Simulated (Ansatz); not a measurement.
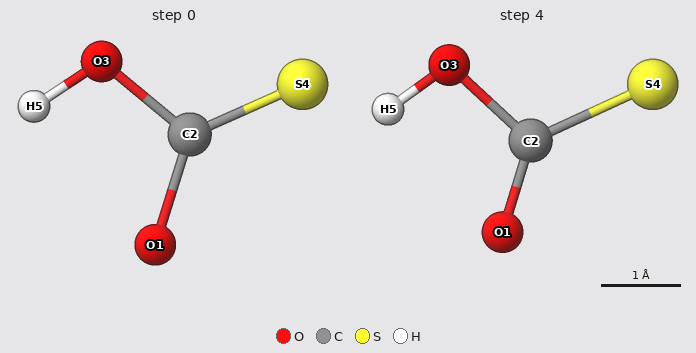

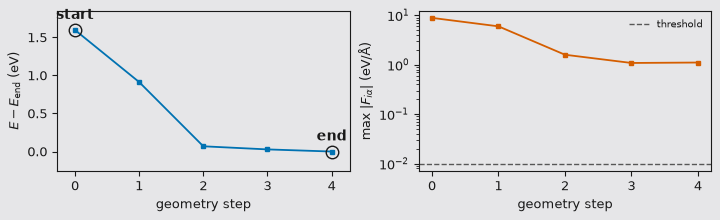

First and last geometry of a relaxation of CHO$_{2}$S (charge −1), with the history of the run. Style: ball-and-stick. Shown face on.

These are results of RKS PBE0-D4/def2-SVPD in Ansatz, not measurements.

The input:
```yaml
crystal:
  periodic: [false, false, false]
  atoms:
    - {symbol: O, position_ang: [0.858179, 0.312946, 1.259352]}
    - {symbol: C, position_ang: [0.189941, -0.397623, 0.164722]}
    - {symbol: O, position_ang: [-0.547346, 0.502810, -0.704669]}
    - {symbol: S, position_ang: [0.205947, -1.908924, -0.249541]}
    - {symbol: H, position_ang: [-0.459826, 1.446602, -0.300900]}
basis:
  gaussian: {orbitals: def2-SVPD}
total_charge: -1
hamiltonian: {xc: pbe0, dispersion: d4}
relax: {f_tol: 0.01, max_steps: 5, max_displacement: 0.2}
```

Command:
```bash
ansatz run in.yaml --threads 2 --pin off --events-out ev --progress --plain --max-ram 3481MiB
```

Q: Did the run converge, and what did it change?

A: The relaxation stopped without meeting its thresholds, so the last structure isn't shown to be converged. It used up its limit of 5 steps. Over 4 geometry steps the energy falls by 1.597 eV. The largest force component goes from 8.9 to 1.1 eV/Å. O1 moves most after the best rigid fit: 0.16 Å. Largest moves by element: O 0.16 Å, C 0.12 Å, H 0.09 Å, S 0.03 Å. Some distances before and after: O1–C2 1.466 → 1.216 Å, C2–S4 1.567 → 1.708 Å, O3–H5 1.030 → 0.958 Å, C2–O3 1.453 → 1.410 Å. Among the angles between lasting bonds that change: C2–O3–H5 106.9° → 101.2°, O3–C2–S4 116.4° → 112.6°, O1–C2–O3 112.2° → 115.7°.
